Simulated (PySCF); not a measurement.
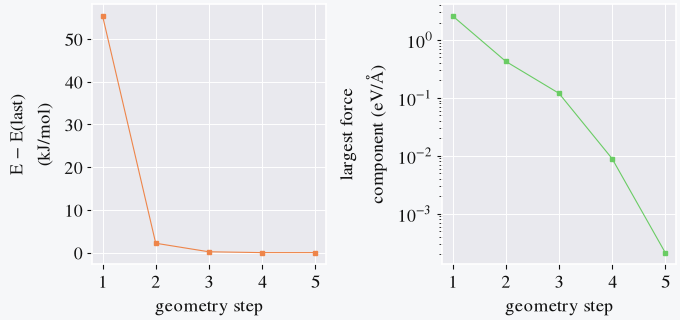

History of a geometry optimisation. The start has point group D3h, which is kept. A held symmetry can leave a saddle point.

The run: PbF3- molecule (charge −1), by RKS-based PBE0, Pb def2-SVPD with ECP60, F def2-SVPD; non-relativistic Hamiltonian with scalar-relativistic core potentials; density fitting (PySCF 2.14.0).

Q: How did the optimisation end?

A: The optimisation met its thresholds at geometry 5, counting the start as the first. The energy fell by about 55 kJ/mol from the first step to the last. The largest force component goes from about 2.6 eV/Å at the start to 2.1 × 10⁻⁴ eV/Å at the end.
